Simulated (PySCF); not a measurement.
# C4BBrF4: electronic excitations

Wanted: the electronic excitations of C4BBrF4 (`FB(F)C#C/C(F)=C(/F)Br`), by calculation.

Computed with PySCF 2.14.0, with density-fitted response routines of our own, on a single molecule in the gas phase. Atoms are numbered from 0 throughout.

### 1 Starting geometry

10 atoms, charge 0, multiplicity 1; geometry from: GFN2-xTB.

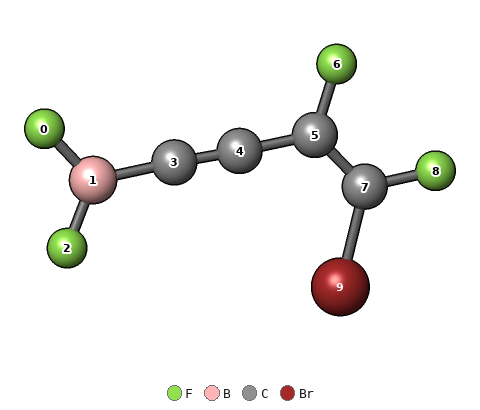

As it starts; fluorine green, boron pink, carbon grey, bromine red, atoms numbered.

### 2 Ultraviolet spectrum: CAM-B3LYP/def2-SVPD

Job settings and geometry (Å):

```
{"job": {"kind": "uv", "xc": "CAM-B3LYP", "basis": "def2-SVPD", "nstates": 8, "ntriplets": 3}, "charge": 0, "multiplicity": 1}
F      1.559842    -3.289386     0.654649
B      1.454695    -2.300663    -0.201351
F      2.160556    -2.420792    -1.301672
C      0.575899    -1.090171     0.055553
C     -0.111659    -0.106679     0.217751
C     -0.923769     1.015851     0.448239
F     -1.575803     1.067526     1.621799
C     -1.074168     2.016553    -0.437043
F     -1.845410     3.067127    -0.207736
Br    -0.211300     2.045288    -2.096885
```

Level: TDDFT CAM-B3LYP/def2-SVPD, vertical, gas phase, core orbitals frozen in the response.

Started as:

```console
OMP_NUM_THREADS=1 python probes_run.py task.json out
```

The driver reads the jobs from task.json and runs them one after another.

What it wrote:

```text
coarse grid: 54432 points
cycle   1  E = -3149.8649455161  dE =  7.478e-01  |g| = 9.622e-01  |ddm| = 1.578e+01
cycle   2  E = -3149.7207545679  dE =  1.442e-01  |g| = 1.343e+00  |ddm| = 4.113e+00
cycle   3  E = -3150.0514188599  dE = -3.307e-01  |g| = 1.457e-01  |ddm| = 2.822e+00
cycle   4  E = -3150.0545064912  dE = -3.088e-03  |g| = 8.375e-02  |ddm| = 4.741e-01
cycle   5  E = -3150.0559790637  dE = -1.473e-03  |g| = 2.452e-02  |ddm| = 2.105e-01
cycle   6  E = -3150.0561018154  dE = -1.228e-04  |g| = 6.814e-03  |ddm| = 5.714e-02
cycle   7  E = -3150.0561134522  dE = -1.164e-05  |g| = 2.138e-03  |ddm| = 1.796e-02
cycle   8  E = -3150.0561147444  dE = -1.292e-06  |g| = 5.834e-04  |ddm| = 6.122e-03
final grid: 115536 points
cycle   9  E = -3150.0560442301  dE = -1.083e-07  |g| = 6.265e-04  |ddm| = 4.842e-03
cycle  10  E = -3150.0560441958  dE =  3.423e-08  |g| = 7.677e-04  |ddm| = 2.520e-03
cycle  11  E = -3150.0560443253  dE = -1.294e-07  |g| = 8.507e-05  |ddm| = 1.394e-03
cycle  12  E = -3150.0560443270  dE = -1.793e-09  |g| = 2.144e-05  |ddm| = 2.557e-04
cycle  13  E = -3150.0560443274  dE = -3.897e-10  |g| = 1.333e-05  |ddm| = 1.565e-04
converged SCF energy = -3150.0560443274

Static polarisability (au): isotropic 87.942, principal 52.320 83.803 127.701

Singlet excitations
state   eV       nm        f      main configurations
  1   4.8162    257.4   0.35262   H->L 0.88
  2   4.9834    248.8   0.00603   H-1->L 0.75, H-3->L 0.15
  3   5.1606    240.3   0.00095   H->L+1 0.82
  4   5.6372    219.9   0.00015   H->L+2 0.75
  5   6.2723    197.7   0.06436   H-2->L 0.66
  6   6.4125    193.3   0.00011   H-3->L 0.78, H-1->L 0.16
  7   6.6859    185.4   0.00297   H-1->L+1 0.44, H-1->L+2 0.23, H-3->L+1 0.17
  8   6.8519    180.9   0.00835   H->L+3 0.41, H->L+4 0.20, H-2->L+2 0.10

Triplet excitations (Tamm-Dancoff, eV): 2.9965 4.6188 4.8437
```

Run time: 2.1 min. Hardware: 1 thread of Arm Neoverse N1, shared host; peak memory 1.1 GiB.

The orbitals next to the gap, with their largest atomic shares:

| orbital | eV | atoms |
| --- | --- | --- |
| HOMO−3 | -11.34 | Br9 45 %, C4 20 %, C3 17 % |
| HOMO−2 | -11.16 | Br9 46 %, C4 18 %, C3 18 % |
| HOMO−1 | -10.46 | Br9 41 %, C4 25 %, C3 23 % |
| HOMO | -9.01 | Br9 20 %, C7 19 %, C5 18 % |
| LUMO | -1.53 | C7 19 %, C3 18 %, C4 17 % |
| LUMO+1 | -0.11 | Br9 38 %, C7 14 %, C5 11 % |
| LUMO+2 | 0.19 | Br9 36 %, C7 15 %, C3 13 % |

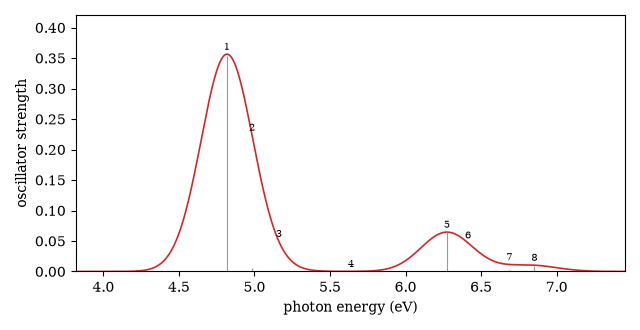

Absorption spectrum from the 8 singlet states computed; above the last one it falls off for lack of states. Lines are broadened to a width of 0.40 eV (Gaussian).

Ground-state properties from the same run:

| property | computed |
| --- | --- |
| dipole moment (D) | 1.38 |
| polarisability (Å³) | 13.03 |
| HOMO–LUMO gap (eV) | 7.48 |
| −ε(HOMO) (eV) | 9.01 |

### 3 Outcome

| quantity | value |
| --- | --- |
| lowest singlet (CAM-B3LYP/def2-SVPD) | 4.82 eV (257 nm), f = 0.353 |
| lowest triplet | 3.00 eV |

The first singlet state (HOMO→LUMO 0.88) lies at 4.82 eV and is bright. The lowest triplet lies 1.82 eV below the lowest singlet (triplets in Tamm-Dancoff, singlets in full TDDFT).
